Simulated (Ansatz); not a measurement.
# CH3B + H2S: a complex and its separated parts, part 2 of 2

Ansatz 0.2.0, Gaussian basis. The steps go on from the part before.

### 13 CAM-B3LYP-D4/def2-TZVPP

The inputs:

parta/in.yaml

```yaml
crystal:
  periodic: [false, false, false]
  atoms:
    - {symbol: B, position_ang: [-0.661604, 0.733259, -0.321565]}
    - {symbol: C, position_ang: [0.302391, 0.417518, -1.248545]}
    - {symbol: H, position_ang: [-1.486136, 1.003384, 0.471217]}
    - {symbol: H, position_ang: [0.420608, 0.966861, -2.178052]}
    - {symbol: H, position_ang: [1.003317, -0.400025, -1.106893]}
basis:
  gaussian: {orbitals: def2-TZVPP}
hamiltonian: {xc: {name: CAM-B3LYP}, dispersion: d4}
```

partb/in.yaml

```yaml
crystal:
  periodic: [false, false, false]
  atoms:
    - {symbol: S, position_ang: [-0.439339, -0.898673, 1.243488]}
    - {symbol: H, position_ang: [0.162045, -0.343566, 2.306233]}
    - {symbol: H, position_ang: [0.698719, -1.478758, 0.834119]}
basis:
  gaussian: {orbitals: def2-TZVPP}
hamiltonian: {xc: {name: CAM-B3LYP}, dispersion: d4}
```

The same command starts each run, in its folder.

Started as:

```
$ ansatz run in.yaml --threads 2 --pin off --events-out ev --progress --plain --max-ram 4352MiB
```

Output in parta (excerpt; [...] marks lines left out):

```text
Functional definition: CAM-B3LYP
  name "CAM-B3LYP"
  cite "Yanai, Tew & Handy, Chem. Phys. Lett. 393, 51 (2004) doi:10.1016/j.cplett.2004.06.011"
  cite "Iikura, Tsuneda, Yanai & Hirao, J. Chem. Phys. 115, 3540 (2001) doi:10.1063/1.1383587"
  cite "Becke, Phys. Rev. A 38, 3098 (1988) doi:10.1103/PhysRevA.38.3098"
  cite "Lee, Yang & Parr, Phys. Rev. B 37, 785 (1988) doi:10.1103/PhysRevB.37.785"
[...]
  # Exact exchange under (alpha + beta erf(omega r))/r, Becke's under what is left of 1/r.
[...]
526 factors; their error is unknown
153 factors; integrals over basis functions are off by at most 1.2e-5 eV
[...]
mean field -1759.56229761 eV, -64.6627217631 hartree, gradient 6.1e-5 eV, S^2 0.000000; 0 other end points of the search recorded, 0 dependent functions left out
reference -1759.56239911 eV, -64.6627254930 hartree; 7, 7 occupied and 97, 97 virtual orbitals, 526 factors
Total energy: -1759.59846907 eV, -64.6640510396 hartree
```

Log of partb (excerpt; [...] marks lines left out):

```text
[... 6 set-up lines as earlier in the session ...]
[...]
  # Exact exchange under (alpha + beta erf(omega r))/r, Becke's under what is left of 1/r.
[...]
414 factors; their error is unknown
87 factors; integrals over basis functions are off by at most 9.9e-5 eV
[...]
mean field -10868.61808656 eV, -399.4143476673 hartree, gradient 1.9e-5 eV, S^2 0.000000; 0 other end points of the search recorded, 0 dependent functions left out
reference -10868.61816365 eV, -399.4143505000 hartree; 9, 9 occupied and 61, 61 virtual orbitals, 414 factors
Total energy: -10868.63011893 eV, -399.4147898485 hartree
```

Wall times: 0.71 s (parta), 0.4 s (partb) on 2 threads of Arm Neoverse V1, shared host.

### 14 wB97X-V/def2-TZVPP

Each input of step 13 (parta, partb) changes in the same lines:

```diff
-hamiltonian: {xc: {name: CAM-B3LYP}, dispersion: d4}
+hamiltonian: {xc: {name: wB97X-V}}
```

One command serves all of them, each in its own folder.

Started as:

```
$ ansatz run in.yaml --threads 2 --pin off --events-out ev --progress --plain --max-ram 4352MiB
```

parta printed (excerpt; [...] marks lines left out):

```text
Functional definition: wB97X-V
  name "wB97X-V"
  cite "Mardirossian & Head-Gordon, Phys. Chem. Chem. Phys. 16, 9904 (2014) doi:10.1039/C3CP54374A"
[... 2 set-up lines as earlier in the session ...]
[...]
      + integral(e_c_pw_opposite_spin*poly(b97_u_opposite, cos0, cos1)) + vv10(b, c)
526 factors; their error is unknown
148 factors; integrals over basis functions are off by at most 1.4e-5 eV
[...]
mean field -1760.14740905 eV, -64.6842242118 hartree, gradient 1.8e-5 eV, S^2 0.000000; 0 other end points of the search recorded, 0 dependent functions left out
reference -1760.14740737 eV, -64.6842241502 hartree; 7, 7 occupied and 97, 97 virtual orbitals, 526 factors
Total energy: -1760.14740737 eV, -64.6842241502 hartree
```

Log of partb (excerpt; [...] marks lines left out):

```text
[... 5 set-up lines as earlier in the session ...]
[...]
      + integral(e_c_pw_opposite_spin*poly(b97_u_opposite, cos0, cos1)) + vv10(b, c)
409 factors; their error is unknown
87 factors; integrals over basis functions are off by at most 4.4e-5 eV
[...]
mean field -10866.66388982 eV, -399.3425322616 hartree, gradient 7.8e-5 eV, S^2 0.000000; 0 other end points of the search recorded, 0 dependent functions left out
reference -10866.66388866 eV, -399.3425322188 hartree; 9, 9 occupied and 61, 61 virtual orbitals, 409 factors
Total energy: -10866.66388866 eV, -399.3425322188 hartree
```

Times: 1.8 s (parta), 0.86 s (partb) on 2 threads of Arm Neoverse V1, shared host.

### 15 wB97M-V/def2-TZVPP

Each input of step 14 (parta, partb) changes in the same lines:

```diff
-hamiltonian: {xc: {name: wB97X-V}}
+hamiltonian: {xc: {name: wB97M-V}}
```

Each run has its own folder and the same command.

Started as:

```
$ ansatz run in.yaml --threads 2 --pin off --events-out ev --progress --plain --max-ram 4352MiB
```

parta printed (excerpt; [...] marks lines left out):

```text
Functional definition: wB97M-V
  name "wB97M-V"
  cite "Mardirossian & Head-Gordon, J. Chem. Phys. 144, 214110 (2016) doi:10.1063/1.4952647"
[... 2 set-up lines as earlier in the session ...]
  # Of w^i u^j: cxij and so on, Table III.
[...]
  gx(w, u) = 1 - cx + cx01*u + cx10*w
[...]
      + integral(e_c_pw_mod_opposite_spin*gos(b97_w_opposite, b97_u_opposite)) + vv10(b, c)
526 factors; their error is unknown
148 factors; integrals over basis functions are off by at most 1.4e-5 eV
[...]
mean field -1759.66938415 eV, -64.6666571207 hartree, gradient 1.6e-5 eV, S^2 0.000000; 0 other end points of the search recorded, 0 dependent functions left out
reference -1759.66942518 eV, -64.6666586287 hartree; 7, 7 occupied and 97, 97 virtual orbitals, 526 factors
Total energy: -1759.66942518 eV, -64.6666586287 hartree
```

Output in partb (excerpt; [...] marks lines left out):

```text
[... 5 set-up lines as earlier in the session ...]
  # Of w^i u^j: cxij and so on, Table III.
[...]
  gx(w, u) = 1 - cx + cx01*u + cx10*w
[...]
      + integral(e_c_pw_mod_opposite_spin*gos(b97_w_opposite, b97_u_opposite)) + vv10(b, c)
409 factors; their error is unknown
87 factors; integrals over basis functions are off by at most 4.4e-5 eV
[...]
mean field -10867.51056643 eV, -399.3736470532 hartree, gradient 7.8e-6 eV, S^2 0.000000; 0 other end points of the search recorded, 0 dependent functions left out
reference -10867.51059461 eV, -399.3736480885 hartree; 9, 9 occupied and 61, 61 virtual orbitals, 409 factors
Total energy: -10867.51059461 eV, -399.3736480885 hartree
```

Wall times: 1.9 s (parta), 1.2 s (partb) on 2 threads of Arm Neoverse V1, shared host.

### 16 B2PLYP/def2-TZVPP

The same edit goes into each in.yaml of step 15 (parta, partb):

```diff
-hamiltonian: {xc: {name: wB97M-V}}
+hamiltonian: {xc: {name: B2PLYP}}
```

The same command starts each run, in its folder.

Started as:

```
$ ansatz run in.yaml --threads 2 --pin off --events-out ev --progress --plain --max-ram 4352MiB
```

parta printed (excerpt; [...] marks lines left out):

```text
Functional definition: B2PLYP
  name "B2PLYP"
  cite "Grimme, J. Chem. Phys. 124, 034108 (2006) doi:10.1063/1.2148954"
[... 2 set-up lines as earlier in the session ...]
[...]
607 factors; integrals over basis functions are off by at most 7.0e-4 eV
[...]
mean field -1756.60580312 eV, -64.5540725946 hartree, gradient 2.0e-6 eV, S^2 0.000000; 0 other end points of the search recorded, 0 dependent functions left out
2 core orbitals not correlated: weight in the atoms' cores, before any rotation towards them, 1.000 or more for the frozen orbitals, at most 0.000 for the correlated occupied ones
reference -1756.60593385 eV, -64.5540773986 hartree; 5, 5 occupied and 97, 97 virtual orbitals, 607 factors
second order -8.66502110 eV of doubles, -0.00000000 eV of singles
Total energy: -1758.94548954 eV, -64.6400544846 hartree
```

Output in partb (excerpt; [...] marks lines left out):

```text
[... 5 set-up lines as earlier in the session ...]
[...]
386 factors; integrals over basis functions are off by at most 8.6e-4 eV
[...]
mean field -10863.10107411 eV, -399.2116011993 hartree, gradient 3.8e-6 eV, S^2 0.000000; 0 other end points of the search recorded, 0 dependent functions left out
5 core orbitals not correlated: weight in the atoms' cores, before any rotation towards them, 1.000 or more for the frozen orbitals, at most 0.000 for the correlated occupied ones
reference -10863.10117401 eV, -399.2116048704 hartree; 4, 4 occupied and 61, 61 virtual orbitals, 386 factors
second order -6.35681236 eV of doubles, -0.00000000 eV of singles
Total energy: -10864.81751334 eV, -399.2746791776 hartree
```

Wall times: 1 s (parta), 0.55 s (partb) on 2 threads of Arm Neoverse V1, shared host.

### 17 PBE-QIDH/def2-TZVPP

The same edit goes into each in.yaml of step 16 (parta, partb):

```diff
-hamiltonian: {xc: {name: B2PLYP}}
+hamiltonian: {xc: {name: PBE-QIDH}}
```

Each run has its own folder and the same command.

Started as:

```
$ ansatz run in.yaml --threads 2 --pin off --events-out ev --progress --plain --max-ram 4352MiB
```

Output in parta (excerpt; [...] marks lines left out):

```text
Functional definition: PBE-QIDH
  name "PBE-QIDH"
  cite "Brémond, Sancho-García, Pérez-Jiménez & Adamo, J. Chem. Phys. 141, 031101 (2014) doi:10.1063/1.4890314"
[... 1 set-up line as earlier in the session ...]
[...]
607 factors; integrals over basis functions are off by at most 7.0e-4 eV
[...]
mean field -1755.19208017 eV, -64.5021192345 hartree, gradient 3.1e-6 eV, S^2 0.000000; 0 other end points of the search recorded, 0 dependent functions left out
2 core orbitals not correlated: weight in the atoms' cores, before any rotation towards them, 1.000 or more for the frozen orbitals, at most 0.000 for the correlated occupied ones
reference -1755.19209062 eV, -64.5021196183 hartree; 5, 5 occupied and 97, 97 virtual orbitals, 607 factors
second order -8.00517415 eV of doubles, -0.00000000 eV of singles
Total energy: -1757.86048200 eV, -64.6001811929 hartree
```

partb printed (excerpt; [...] marks lines left out):

```text
[... 4 set-up lines as earlier in the session ...]
[...]
386 factors; integrals over basis functions are off by at most 8.6e-4 eV
[...]
mean field -10860.20503506 eV, -399.1051737270 hartree, gradient 1.1e-6 eV, S^2 0.000000; 0 other end points of the search recorded, 0 dependent functions left out
5 core orbitals not correlated: weight in the atoms' cores, before any rotation towards them, 1.000 or more for the frozen orbitals, at most 0.000 for the correlated occupied ones
reference -10860.20504184 eV, -399.1051739762 hartree; 4, 4 occupied and 61, 61 virtual orbitals, 386 factors
second order -5.89911679 eV of doubles, -0.00000000 eV of singles
Total energy: -10862.17141410 eV, -399.1774368240 hartree
```

Times: 0.96 s (parta), 0.5 s (partb) on 2 threads of Arm Neoverse V1, shared host.

### 18 RPA on PBE/def2-TZVPP

Each input of step 17 (parta, partb) changes in the same lines:

```diff
-hamiltonian: {xc: {name: PBE-QIDH}}
+hamiltonian: {xc: pbe}
+correlation: {method: rpa}
```

The same command starts each run, in its folder.

Started as:

```
$ ansatz run in.yaml --threads 2 --pin off --events-out ev --progress --plain --max-ram 4352MiB
```

Log of parta (excerpt; [...] marks lines left out):

```text
[... 4 set-up lines as earlier in the session ...]
[...]
607 factors; integrals over basis functions are off by at most 7.0e-4 eV
[...]
mean field -1757.89334970 eV, -64.6013890586 hartree, gradient 2.4e-6 eV, S^2 0.000000; 1 other end points of the search recorded, 0 dependent functions left out
2 core orbitals not correlated: weight in the atoms' cores, before any rotation towards them, 1.000 or more for the frozen orbitals, at most 0.000 for the correlated occupied ones
reference -1747.84004681 eV, -64.2319369917 hartree; 5, 5 occupied and 97, 97 virtual orbitals, 607 factors
Total energy: -1760.45540907 eV, -64.6955430039 hartree
```

Log of partb (excerpt; [...] marks lines left out):

```text
[... 4 set-up lines as earlier in the session ...]
[...]
386 factors; integrals over basis functions are off by at most 8.6e-4 eV
[...]
mean field -10863.54268310 eV, -399.2278300302 hartree, gradient 5.1e-6 eV, S^2 0.000000; 0 other end points of the search recorded, 0 dependent functions left out
5 core orbitals not correlated: weight in the atoms' cores, before any rotation towards them, 1.000 or more for the frozen orbitals, at most 0.000 for the correlated occupied ones
reference -10849.04798164 eV, -398.6951595765 hartree; 4, 4 occupied and 61, 61 virtual orbitals, 386 factors
Total energy: -10858.41208309 eV, -399.0392839574 hartree
```

Times: 1.2 s (parta), 0.51 s (partb) on 2 threads of Arm Neoverse V1, shared host.

### 19 CCSD(T)/def2-TZVPP

Each input of step 18 (parta, partb) changes in the same lines:

```diff
-hamiltonian: {xc: pbe}
-correlation: {method: rpa}
+correlation: {method: ccsd_t}
```

One command serves all of them, each in its own folder.

Started as:

```
$ ansatz run in.yaml --threads 2 --pin off --events-out ev --progress --plain --max-ram 4352MiB
```

Log of parta (excerpt; [...] marks lines left out):

```text
Functional definition: HF
  name "HF"
  cite "Fock, Z. Phys. 61, 126 (1930) doi:10.1007/BF01340294"
[... 1 set-up line as earlier in the session ...]
[...]
607 factors; integrals over basis functions are off by at most 7.0e-4 eV
[...]
mean field -1748.29319266 eV, -64.2485897947 hartree, gradient 2.7e-6 eV, S^2 0.000000; 0 other end points of the search recorded, 0 dependent functions left out
2 core orbitals not correlated: weight in the atoms' cores, before any rotation towards them, 1.000 or more for the frozen orbitals, at most 0.000 for the correlated occupied ones
reference -1748.29319266 eV, -64.2485897947 hartree; 5, 5 occupied and 97, 97 virtual orbitals, 607 factors
second order -7.04171214 eV of doubles, -0.00000000 eV of singles
cycle   1  -7.43894095 eV  change   -4.0e-1 eV  update   6.4e-2
[...]
cycle   9  -7.69936618 eV  change    7.7e-6 eV  update   5.8e-6
perturbative correction -0.32144550 eV, -0.0118129042 hartree
Total energy: -1756.31400434 eV, -64.5433491871 hartree
```

Log of partb (excerpt; [...] marks lines left out):

```text
[... 4 set-up lines as earlier in the session ...]
[...]
386 factors; integrals over basis functions are off by at most 8.6e-4 eV
[...]
mean field -10849.38779787 eV, -398.7076475925 hartree, gradient 1.3e-6 eV, S^2 0.000000; 0 other end points of the search recorded, 0 dependent functions left out
5 core orbitals not correlated: weight in the atoms' cores, before any rotation towards them, 1.000 or more for the frozen orbitals, at most 0.000 for the correlated occupied ones
reference -10849.38779787 eV, -398.7076475925 hartree; 4, 4 occupied and 61, 61 virtual orbitals, 386 factors
second order -5.20091229 eV of doubles, -0.00000000 eV of singles
cycle   1  -5.68438295 eV  change   -4.8e-1 eV  update   4.9e-2
[...]
cycle   8  -5.86289668 eV  change    2.5e-6 eV  update   5.9e-6
perturbative correction -0.21792741 eV, -0.0080086848 hartree
Total energy: -10855.46862197 eV, -398.9311137564 hartree
```

Times: 1.7 s (parta), 0.46 s (partb) on 2 threads of Arm Neoverse V1, shared host.

### 20 Vibrations of CH3B

The input, vib-parta/in.yaml:

```yaml
crystal:
  periodic: [false, false, false]
  atoms:
    - {symbol: B, position_ang: [-0.661604, 0.733259, -0.321565]}
    - {symbol: C, position_ang: [0.302391, 0.417518, -1.248545]}
    - {symbol: H, position_ang: [-1.486136, 1.003384, 0.471217]}
    - {symbol: H, position_ang: [0.420608, 0.966861, -2.178052]}
    - {symbol: H, position_ang: [1.003317, -0.400025, -1.106893]}
basis:
  gaussian: {orbitals: def2-TZVP}
hamiltonian: {xc: pbe0, dispersion: d4}
phonons: {temperatures: {t_min: 298.15, t_max: 900, t_step: 200}}
```

Started as:

```
$ ansatz run in.yaml --threads 2 --pin off --events-out ev --progress --plain --max-ram 4352MiB
```

Standard output (excerpt; [...] marks lines left out):

```text
[... 5 set-up lines as earlier in the session ...]
[...]
481 factors; their error is unknown
[...]
mean field -1758.18979218 eV, -64.6122831188 hartree, gradient 8.3e-6 eV, S^2 0.000000; 0 other end points of the search recorded, 0 dependent functions left out
[...]
Atom 2 at    -1.486136     1.003384     0.471217 Å, force     0.000018    -0.000045     0.000049 eV/Å
Atom 3 at     0.420608     0.966861    -2.178052 Å, force     0.000184     0.000080    -0.000349 eV/Å
Atom 4 at     1.003317    -0.400025    -1.106893 Å, force    -0.000031     0.000057    -0.000013 eV/Å
Dipole moment:    -0.084273     0.027606     0.081026 e Å
Vibrations: 399.91 654.89 731.95 911.19 1270.29 1520.82 2835.15 3157.68 3225.65 cm⁻¹, zero-point energy 0.911750 eV
```

Run time: 13 s. Hardware: 2 threads of Arm Neoverse V1, shared host.

The modes, with what each moves most:

| mode | wavenumber (cm⁻¹) | character |
| --- | --- | --- |
| 1 | 400 | bend |
| 2 | 655 | bend |
| 3 | 732 | out-of-plane bend |
| 4 | 911 | bend |
| 5 | 1270 | bend |
| 6 | 1521 | B–C stretch |
| 7 | 2835 | B–H stretch |
| 8 | 3158 | C–H stretch |
| 9 | 3226 | C–H stretch |

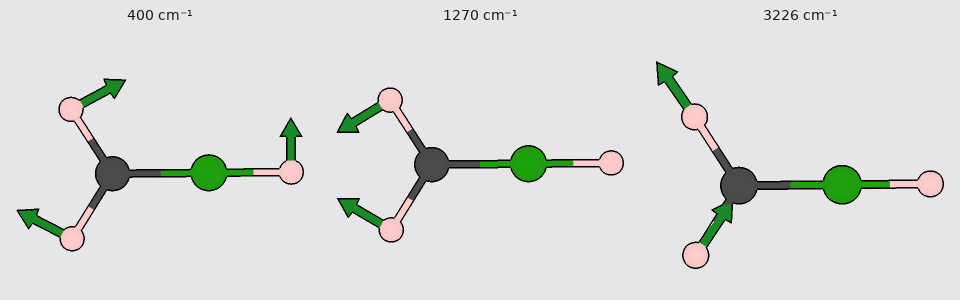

Displacements of 3 modes, as arrows.

Vibrational sums (real modes only):

| T (K) | entropy (J/mol/K) | heat capacity (J/mol/K) |
| --- | --- | --- |
| 298 | 7.4 | 16.2 |
| 498 | 19.1 | 29.6 |
| 698 | 30.7 | 38.7 |
| 898 | 41.3 | 45.7 |

### 21 Vibrations of H2S

The input, vib-partb/in.yaml:

```yaml
crystal:
  periodic: [false, false, false]
  atoms:
    - {symbol: S, position_ang: [-0.439339, -0.898673, 1.243488]}
    - {symbol: H, position_ang: [0.162045, -0.343566, 2.306233]}
    - {symbol: H, position_ang: [0.698719, -1.478758, 0.834119]}
basis:
  gaussian: {orbitals: def2-TZVP}
hamiltonian: {xc: pbe0, dispersion: d4}
phonons: {temperatures: {t_min: 298.15, t_max: 900, t_step: 200}}
```

Started as:

```
$ ansatz run in.yaml --threads 2 --pin off --events-out ev --progress --plain --max-ram 4352MiB
```

Standard output (excerpt; [...] marks lines left out):

```text
[... 5 set-up lines as earlier in the session ...]
[...]
359 factors; their error is unknown
[...]
mean field -10864.45046315 eV, -399.2611903316 hartree, gradient 4.8e-5 eV, S^2 0.000000; 0 other end points of the search recorded, 0 dependent functions left out
[...]
Total energy: -10864.46265918 eV, -399.2616385277 hartree
Atom 0 at    -0.439339    -0.898673     1.243488 Å, force     0.000183    -0.000105    -0.000083 eV/Å
Atom 1 at     0.162045    -0.343566     2.306233 Å, force    -0.000022     0.000071     0.000097 eV/Å
Atom 2 at     0.698719    -1.478758     0.834119 Å, force    -0.000161     0.000034    -0.000014 eV/Å
Dipole moment:     0.226548    -0.003253     0.085098 e Å
Vibrations: 1209.05 2724.33 2739.64 cm⁻¹, zero-point energy 0.413675 eV
```

Wall time 2.4 s (2 threads of Arm Neoverse V1, shared host).

Wavenumbers and character of the modes:

| mode | wavenumber (cm⁻¹) | character |
| --- | --- | --- |
| 1 | 1209 | bend |
| 2 | 2724 | S–H stretch |
| 3 | 2740 | S–H stretch |

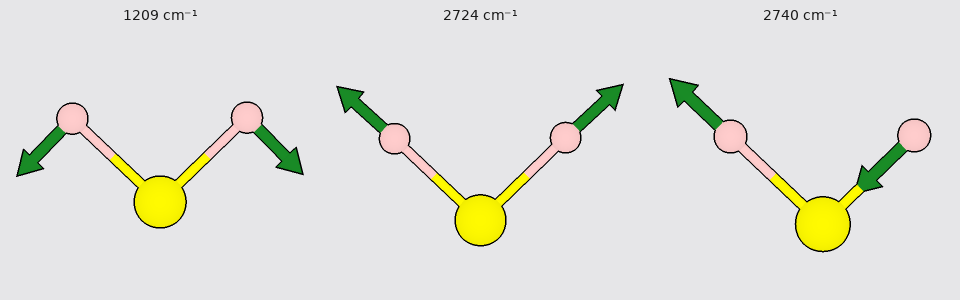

Displacements of 3 modes, as arrows.

Vibrational sums (real modes only):

| T (K) | entropy (J/mol/K) | heat capacity (J/mol/K) |
| --- | --- | --- |
| 298 | 0.2 | 0.8 |
| 498 | 1.2 | 3.7 |
| 698 | 3.0 | 7.0 |
| 898 | 5.1 | 10.2 |

### 22 Complex less separated parts

The complex's own energies come from single points at the same levels.

Rows are in def2-TZVPP; times add the 3 runs of a level on a shared host, so small differences are noise.

Differences are taken before rounding.

| method | rung | complex less parts (kJ/mol) | from CCSD(T) (kJ/mol) | time |
| --- | --- | --- | --- | --- |
| SPW92 | LDA | -110.2 | -53.9 | 1.6 s |
| PBE-D4 | GGA | -79.3 | -23.0 | 2.6 s |
| BLYP-D4 | GGA | -55.6 | +0.6 | 2.5 s |
| r2SCAN-D4 | meta-GGA | -69.4 | -13.2 | 5 s |
| B97M-V | meta-GGA | -53.2 | +3.0 | 10 s |
| PBE0-D4 | hybrid | -73.9 | -17.6 | 3.1 s |
| B3LYP-D4 | hybrid | -54.4 | +1.8 | 3.1 s |
| r2SCAN0-D4 | hybrid | -67.7 | -11.4 | 5.4 s |
| BHLYP-D4 | hybrid | -48.8 | +7.5 | 2.7 s |
| CAM-B3LYP-D4 | range-separated hybrid | -52.9 | +3.4 | 3.4 s |
| wB97X-V | range-separated hybrid | -55.7 | +0.5 | 8.7 s |
| wB97M-V | range-separated hybrid | -53.7 | +2.6 | 9.5 s |
| B2PLYP | double hybrid | -50.5 | +5.8 | 5 s |
| PBE-QIDH | double hybrid | -68.2 | -12.0 | 4.8 s |
| RPA on PBE | RPA | -49.8 | +6.4 | 5.4 s |
| Hartree-Fock | wavefunction | -3.8 | +52.4 |  |
| MP2 | wavefunction | -65.1 | -8.8 |  |
| CCSD | wavefunction | -47.0 | +9.2 |  |
| CCSD(T) | wavefunction | -56.3 | 0 | 25 s |

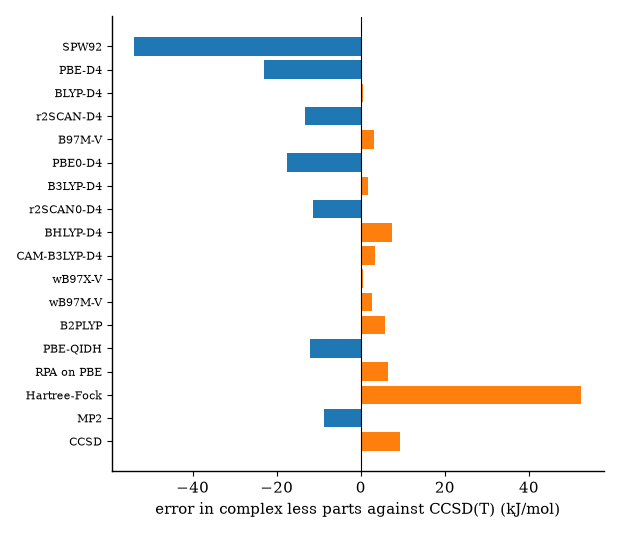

Error of each method against CCSD(T).

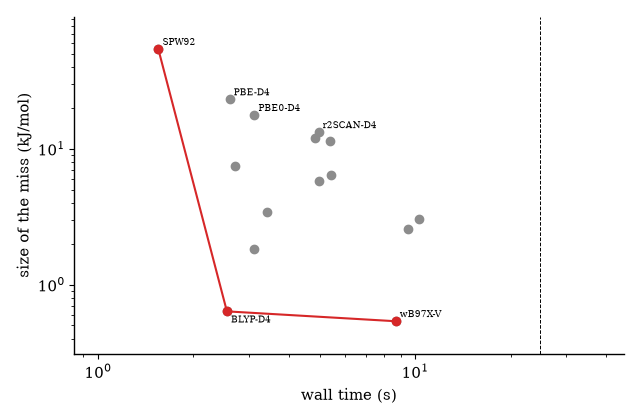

Accuracy for the time spent; red marks the levels that beat every quicker one drawn (of those quicker than the yardstick), and the dashed line is the time of CCSD(T). Only those levels and the largest misses are named. Times are from a shared host.

For cost: wB97X-V gets within 0.5 kJ/mol in 8.7 s, where CCSD(T) took 25 s; the quickest level in the cost chart, SPW92, takes 1.6 s and misses by 53.9 kJ/mol.

The complex's zero-point energy, from a separate PBE0-D4 run, is 1.522 eV.

### 23 Outcome

The summary covers parts 1 to 2.

| quantity | value |
| --- | --- |
| complex less parts, CCSD(T)/def2-TZVPP | -56.3 kJ/mol |
| with zero-point energy | -37.3 kJ/mol |
| largest T1 diagnostic | 0.014 |

At CCSD(T) the complex lies 56.3 kJ/mol below its parts. wB97X-V is the best functional here (+0.5 kJ/mol from CCSD(T)); SPW92 is the worst (-53.9 kJ/mol). By rung, the mean size of the error is: LDA 53.9, GGA 11.8, meta-GGA 8.1, hybrid 9.6, range-separated hybrid 2.2, double hybrid 8.9 kJ/mol. PBE-D4 gives a relative energy 23.0 kJ/mol too low, outside chemical accuracy (1 kcal/mol, 4.2 kJ/mol). No counterpoise was applied, and triple zeta lacks some correlation, so the CCSD(T) reference has a basis error of its own, and close matches with it are partly luck.
